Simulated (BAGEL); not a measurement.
# A workflow on CH6BN (SMILES CBN)

We compute the energy (HF/def2-SV(P)), then a single-point energy (NEVPT2(2,2)/def2-SV(P)), then a single-point energy (CASPT2(2,2)/def2-SV(P)) of CH6BN. 

Program for the calculation: BAGEL 1.2.2.

### Step 1. The molecule

CH6BN: 9 atoms, total charge 0, spin state singlet. As SMILES, `CBN`. The C1–B2 distance was set to 2.117 Å, away from the relaxed value.

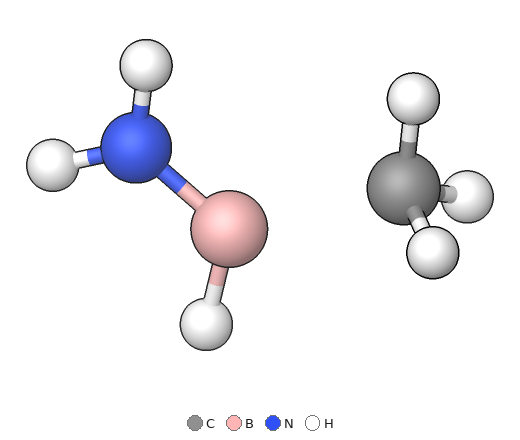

Viewed from a chosen angle; carbon grey, boron pink, nitrogen blue, hydrogen white.

### Step 2. A single-point energy at HF/def2-SV(P) (density fitting with svp-jkfit) (run 1)

File job.json:

```json
{ "bagel": [

{
  "title": "molecule",
  "basis": "def2-sv_p_.json",
  "df_basis": "svp-jkfit",
  "geometry": [
    { "atom": "C", "xyz": [    -2.00105745,     2.12004783,    -1.33646345 ] },
    { "atom": "B", "xyz": [     0.86814018,    -0.53460352,    -0.48414783 ] },
    { "atom": "N", "xyz": [     1.12022965,    -1.59266118,     1.90994619 ] },
    { "atom": "H", "xyz": [    -3.18515984,     1.42670732,    -2.88660579 ] },
    { "atom": "H", "xyz": [    -1.16825515,     3.88599690,    -2.02432376 ] },
    { "atom": "H", "xyz": [    -3.23807217,     2.57584978,     0.25581978 ] },
    { "atom": "H", "xyz": [     2.35988998,    -1.19581869,    -2.06509271 ] },
    { "atom": "H", "xyz": [     2.46836026,    -2.85537617,     2.35252005 ] },
    { "atom": "H", "xyz": [    -0.03174740,    -1.16482718,     3.36220072 ] }
  ]
},

{ "title": "hf" },

{ "title": "print", "file": "orbitals.molden", "orbitals": true }

]}
```

The basis set def2-SV(P) is read from a file made from the Basis Set Exchange's data (not shown).

On the command line:

```bash
$ BAGEL_NUM_THREADS=1 BAGEL job.json > job.out
```

The log of the run:

```text
* using 1 threads per process

  ===============================================================
  ===============================================================

  *** Geometry ***

  { "atom" : "C", "xyz" : [     -2.001057,      2.120048,     -1.336463 ] },
  { "atom" : "B", "xyz" : [      0.868140,     -0.534604,     -0.484148 ] },
  { "atom" : "N", "xyz" : [      1.120230,     -1.592661,      1.909946 ] },
  { "atom" : "H", "xyz" : [     -3.185160,      1.426707,     -2.886606 ] },
  { "atom" : "H", "xyz" : [     -1.168255,      3.885997,     -2.024324 ] },
  { "atom" : "H", "xyz" : [     -3.238072,      2.575850,      0.255820 ] },
  { "atom" : "H", "xyz" : [      2.359890,     -1.195819,     -2.065093 ] },
  { "atom" : "H", "xyz" : [      2.468360,     -2.855376,      2.352520 ] },
  { "atom" : "H", "xyz" : [     -0.031747,     -1.164827,      3.362201 ] },

  Number of auxiliary basis functions:      335

  Since a DF basis is specified, we compute 2- and 3-index integrals:
    o Being stored without compression. Storage requirement is 0.008 GB

  Number of basis functions:       54
  Number of electrons      :       24

    * METHOD: MOLECULE                             0.07

  *** RHF ***

  === Nuclear Repulsion ===
    62.1577657855

      * DIIS with orbital gradients will be used.

  === RHF iteration (def2-sv_p_.json) ===
      0       -120.18423360          0.02599819           0.01
      1       -120.32988602          0.01342846           0.01
      2       -120.36890270          0.00220203           0.01
      3       -120.37058193          0.00055693           0.01
      4       -120.37067779          0.00014186           0.01
      5       -120.37068732          0.00004703           0.01
      6       -120.37068856          0.00001872           0.01
      7       -120.37068877          0.00000311           0.01
      8       -120.37068878          0.00000076           0.01
      9       -120.37068878          0.00000036           0.01
     10       -120.37068878          0.00000008           0.01
     11       -120.37068878          0.00000003           0.01
     12       -120.37068878          0.00000000           0.01
    * SCF iteration converged.

    * Permanent dipole moment:
           (   -0.255350,     0.469502,    -0.730653) a.u.

    * METHOD: HF                                   0.19

    * METHOD: PRINT                                0.01

  ===============================================================
```

Wall time 0.4 s (1 thread of Arm Neoverse V2, shared host); peak memory 0.15 GiB.

### Step 3. A single-point energy at NEVPT2(2,2)/def2-SV(P) (density fitting with svp-jkfit) (run 2)

job.json, as its differences from that of step 2:

```diff
@@ -6,2 +6,3 @@
   "df_basis": "svp-jkfit",
+  "angstrom": "false",
   "geometry": [
@@ -19,5 +20,32 @@
 
-{ "title": "hf" },
+{
+  "title": "hf"
+},
 
-{ "title": "print", "file": "orbitals.molden", "orbitals": true }
+{
+  "title": "casscf",
+  "nstate": 1,
+  "nact": 2,
+  "nclosed": 11,
+  "active": [12, 17],
+  "maxiter": 200,
+  "natocc": "true"
+},
+
+{
+  "title": "nevpt2",
+  "nstate": 1,
+  "nact": 2,
+  "nclosed": 11,
+  "active": [12, 17],
+  "maxiter": 200,
+  "natocc": "true",
+  "ncore": 3
+},
+
+{
+  "title": "print",
+  "file": "orbitals.molden",
+  "orbitals": "true"
+}
```

The basis set def2-SV(P) is read from a file made from the Basis Set Exchange's data (not shown).

On the command line:

```bash
$ BAGEL_NUM_THREADS=1 BAGEL job.json > job.out
```

The log of the run:

```text
* using 1 threads per process

  ===============================================================
  ===============================================================

  *** Geometry ***

  { "atom" : "C", "xyz" : [     -2.001057,      2.120048,     -1.336463 ] },
  { "atom" : "B", "xyz" : [      0.868140,     -0.534604,     -0.484148 ] },
  { "atom" : "N", "xyz" : [      1.120230,     -1.592661,      1.909946 ] },
  { "atom" : "H", "xyz" : [     -3.185160,      1.426707,     -2.886606 ] },
  { "atom" : "H", "xyz" : [     -1.168255,      3.885997,     -2.024324 ] },
  { "atom" : "H", "xyz" : [     -3.238072,      2.575850,      0.255820 ] },
  { "atom" : "H", "xyz" : [      2.359890,     -1.195819,     -2.065093 ] },
  { "atom" : "H", "xyz" : [      2.468360,     -2.855376,      2.352520 ] },
  { "atom" : "H", "xyz" : [     -0.031747,     -1.164827,      3.362201 ] },

  Number of auxiliary basis functions:      335

  Since a DF basis is specified, we compute 2- and 3-index integrals:
    o Being stored without compression. Storage requirement is 0.008 GB

  Number of basis functions:       54
  Number of electrons      :       24

    * METHOD: MOLECULE                             0.07

  *** RHF ***

  === Nuclear Repulsion ===
    62.1577657855

      * DIIS with orbital gradients will be used.

  === RHF iteration (def2-sv_p_.json) ===
      0       -120.18423360          0.02599819           0.01
      1       -120.32988602          0.01342846           0.01
      2       -120.36890270          0.00220203           0.01
      3       -120.37058193          0.00055693           0.01
      4       -120.37067779          0.00014186           0.01
      5       -120.37068732          0.00004703           0.01
      6       -120.37068856          0.00001872           0.01
      7       -120.37068877          0.00000311           0.01
      8       -120.37068878          0.00000076           0.01
      9       -120.37068878          0.00000036           0.01
     10       -120.37068878          0.00000008           0.01
     11       -120.37068878          0.00000003           0.01
     12       -120.37068878          0.00000000           0.01
    * SCF iteration converged.

    * Permanent dipole moment:
           (   -0.255350,     0.469502,    -0.730653) a.u.

    * METHOD: HF                                   0.19

  ---------------------------
      CASSCF calculation
  ---------------------------

    ==== Active orbitals : =====
         Orbital 12
         Orbital 17
    ============================

    * nstate   :      1
    * nclosed  :     11
    * nact     :      2
    * nvirt    :     41
  === CASSCF iteration (def2-sv_p_.json) ===

    * Using the second-order algorithm

      0  0      -120.37298565     7.08e-04      0.01

      1  0      -120.39189905     2.18e-03      0.05

      2  0      -120.39505394     4.24e-04      0.06

      3  0      -120.39513151     1.17e-04      0.07

      4  0      -120.39513363     3.63e-05      0.06

      5  0      -120.39513376     1.09e-05      0.07

      6  0      -120.39513377     3.24e-06      0.06

      7  0      -120.39513377     9.48e-07      0.06

      8  0      -120.39513377     2.77e-07      0.06

      9  0      -120.39513377     8.07e-08      0.06

     10  0      -120.39513377     2.35e-08      0.05

     11  0      -120.39513377     6.83e-09      0.05

    * Second-order optimization converged. *

     guess   0:   closed 1.                   open ..

  === FCI iteration ===

      0  0      -120.36990964     7.52e-02      0.00
      1  0      -120.39511156     1.81e-03      0.00
      2  0 *    -120.39513377     4.44e-16      0.00

     * ci vector, state   0, <S^2> = 0.0000
       2.     0.9862277163
       .2    -0.1653931425

    * METHOD: CASSCF                               0.69

    * freezing 3 orbitals

  === DF-NEVPT2 calculation ===

    * 3-index integral transformation done
    * assembly done

      NEVPT2 correlation energy:   -0.3429159327      0.05

          (+0)     -0.2787065255
          (+0)'    -0.0212469488
          (+1)     -0.0070830065
          (+1)'    -0.0000000000
          (+2)     -0.0002996045
          (-1)     -0.0308055932
          (-1)'     0.0000000000
          (-2)     -0.0047742542

      NEVPT2 total energy:       -120.7380496997

    * METHOD: NEVPT2                               0.07

    * METHOD: PRINT                                0.01

  ===============================================================
```

It took 1.2 s on 1 thread of Arm Neoverse V2, shared host; peak memory 0.15 GiB.

### Step 4. A single-point energy at CASPT2(2,2)/def2-SV(P) (density fitting with svp-jkfit) (run 3)

File input.json:

```json
{ "bagel": [

{
  "title": "molecule",
  "basis": "def2-sv_p_.json",
  "df_basis": "svp-jkfit",
  "geometry": [
    { "atom": "C", "xyz": [    -2.00105745,     2.12004783,    -1.33646345 ] },
    { "atom": "B", "xyz": [     0.86814018,    -0.53460352,    -0.48414783 ] },
    { "atom": "N", "xyz": [     1.12022965,    -1.59266118,     1.90994619 ] },
    { "atom": "H", "xyz": [    -3.18515984,     1.42670732,    -2.88660579 ] },
    { "atom": "H", "xyz": [    -1.16825515,     3.88599690,    -2.02432376 ] },
    { "atom": "H", "xyz": [    -3.23807217,     2.57584978,     0.25581978 ] },
    { "atom": "H", "xyz": [     2.35988998,    -1.19581869,    -2.06509271 ] },
    { "atom": "H", "xyz": [     2.46836026,    -2.85537617,     2.35252005 ] },
    { "atom": "H", "xyz": [    -0.03174740,    -1.16482718,     3.36220072 ] }
  ]
},

{ "title": "hf" },

{ "title": "casscf", "nstate": 1, "nact": 2, "nclosed": 11, "active": [12, 17], "maxiter": 200, "natocc": "true" },

{ "title": "print", "file": "orbitals.molden", "orbitals": "true" },

{ "title": "smith", "method": "caspt2", "ms": "true", "xms": "true", "sssr": "true", "shift": 0.2, "shift_imag": "true", "ncore": 3 }

]}
```

The basis set def2-SV(P) is read from a file made from the Basis Set Exchange's data (not shown).

On the command line:

```bash
$ BAGEL_NUM_THREADS=1 BAGEL input.json > input.out
```

The log of the run:

```text
* using 1 threads per process

  ===============================================================
  ===============================================================

  *** Geometry ***

  { "atom" : "C", "xyz" : [     -2.001057,      2.120048,     -1.336463 ] },
  { "atom" : "B", "xyz" : [      0.868140,     -0.534604,     -0.484148 ] },
  { "atom" : "N", "xyz" : [      1.120230,     -1.592661,      1.909946 ] },
  { "atom" : "H", "xyz" : [     -3.185160,      1.426707,     -2.886606 ] },
  { "atom" : "H", "xyz" : [     -1.168255,      3.885997,     -2.024324 ] },
  { "atom" : "H", "xyz" : [     -3.238072,      2.575850,      0.255820 ] },
  { "atom" : "H", "xyz" : [      2.359890,     -1.195819,     -2.065093 ] },
  { "atom" : "H", "xyz" : [      2.468360,     -2.855376,      2.352520 ] },
  { "atom" : "H", "xyz" : [     -0.031747,     -1.164827,      3.362201 ] },

  Number of auxiliary basis functions:      335

  Since a DF basis is specified, we compute 2- and 3-index integrals:
    o Being stored without compression. Storage requirement is 0.008 GB

  Number of basis functions:       54
  Number of electrons      :       24

    * METHOD: MOLECULE                             0.07

  *** RHF ***

  === Nuclear Repulsion ===
    62.1577657855

      * DIIS with orbital gradients will be used.

  === RHF iteration (def2-sv_p_.json) ===
      0       -120.18423360          0.02599819           0.01
      1       -120.32988602          0.01342846           0.01
      2       -120.36890270          0.00220203           0.01
      3       -120.37058193          0.00055693           0.01
      4       -120.37067779          0.00014186           0.01
      5       -120.37068732          0.00004703           0.01
      6       -120.37068856          0.00001872           0.01
      7       -120.37068877          0.00000311           0.01
      8       -120.37068878          0.00000076           0.01
      9       -120.37068878          0.00000036           0.01
     10       -120.37068878          0.00000008           0.01
     11       -120.37068878          0.00000003           0.01
     12       -120.37068878          0.00000000           0.01
    * SCF iteration converged.

    * Permanent dipole moment:
           (   -0.255350,     0.469502,    -0.730653) a.u.

    * METHOD: HF                                   0.20

  ---------------------------
      CASSCF calculation
  ---------------------------

    ==== Active orbitals : =====
         Orbital 12
         Orbital 17
    ============================

    * nstate   :      1
    * nclosed  :     11
    * nact     :      2
    * nvirt    :     41
  === CASSCF iteration (def2-sv_p_.json) ===

    * Using the second-order algorithm

      0  0      -120.37298565     7.08e-04      0.01

      1  0      -120.39189905     2.18e-03      0.05

      2  0      -120.39505394     4.24e-04      0.06

      3  0      -120.39513151     1.17e-04      0.07

      4  0      -120.39513363     3.63e-05      0.06

      5  0      -120.39513376     1.09e-05      0.06

      6  0      -120.39513377     3.24e-06      0.06

      7  0      -120.39513377     9.48e-07      0.06

      8  0      -120.39513377     2.77e-07      0.06

      9  0      -120.39513377     8.07e-08      0.06

     10  0      -120.39513377     2.35e-08      0.05

     11  0      -120.39513377     6.83e-09      0.05

    * Second-order optimization converged. *

     guess   0:   closed 1.                   open ..

  === FCI iteration ===

      0  0      -120.36990964     7.52e-02      0.00
      1  0      -120.39511156     1.81e-03      0.00
      2  0 *    -120.39513377     4.44e-16      0.00

     * ci vector, state   0, <S^2> = 0.0000
       2.     0.9862277163
       .2    -0.1653931425

    * METHOD: CASSCF                               0.69

    * METHOD: PRINT                                0.01

  === SMITH program ===

    * freezing 3 orbitals

    * Approximate memory requirement for SMITH calulation per MPI process:
      o Storage requirement for T-amplitude, lambda, and residual is 0.00 GB
      o Storage requirement for MO integrals is 0.00 GB
    * Calculating and saving rdm4f

    * Zeroth order energy : state  0       -0.7626798323

    * CASPT2 iteration is performed using orthogonal basis

      -------------------------------------------  CASPT2 iteration  ---------------------------------------------------
       #      aibj      arbs      arbi      airj      risj      airs      arst      rist         Etot      error   time
      ------------------------------------------------------------------------------------------------------------------

       0  -0.27820  -0.00581  -0.03140  -0.00765  -0.00043  -0.01873  -0.00000  -0.00000   -0.3422210  0.0018107   0.02
       1  -0.27833  -0.00586  -0.03151  -0.00774  -0.00046  -0.01906  -0.00000  -0.00000   -0.3429504  0.0002471   0.02
       2  -0.27834  -0.00586  -0.03150  -0.00775  -0.00046  -0.01907  -0.00000  -0.00000   -0.3429676  0.0000390   0.02
       3  -0.27833  -0.00586  -0.03150  -0.00775  -0.00046  -0.01907   0.00000  -0.00000   -0.3429680  0.0000067   0.02
       4  -0.27833  -0.00586  -0.03150  -0.00775  -0.00046  -0.01907  -0.00000  -0.00000   -0.3429680  0.0000012   0.02
       5  -0.27833  -0.00586  -0.03150  -0.00775  -0.00046  -0.01907   0.00000   0.00000   -0.3429680  0.0000002   0.02

      ------------------------------------------------------------------------------------------------------------------

    * CASPT2 energy : state  0     -120.7399289138
        w/o shift correction       -120.7381017431
        reference weight              0.8954855504

    * METHOD: SMITH                                0.17

  ===============================================================
```

Wall time 1.3 s (1 thread of Arm Neoverse V2, shared host); peak memory 0.15 GiB.

### Step 5. Summary of results

| quantity | value |
| --- | --- |
| run 1, HF/def2-SV(P): total energy | -120.37069 Eh |
| run 1, HF/def2-SV(P): dipole moment | 2.30 D |
| run 1, HF/def2-SV(P): HOMO energy | -10.20 eV |
| run 1, HF/def2-SV(P): LUMO energy | 4.23 eV |
| run 1, HF/def2-SV(P): HOMO–LUMO gap | 14.44 eV |
| run 2, NEVPT2(2,2)/def2-SV(P): total energy | -120.73805 Eh |
| run 3, CASPT2(2,2)/def2-SV(P): total energy | -120.73993 Eh |
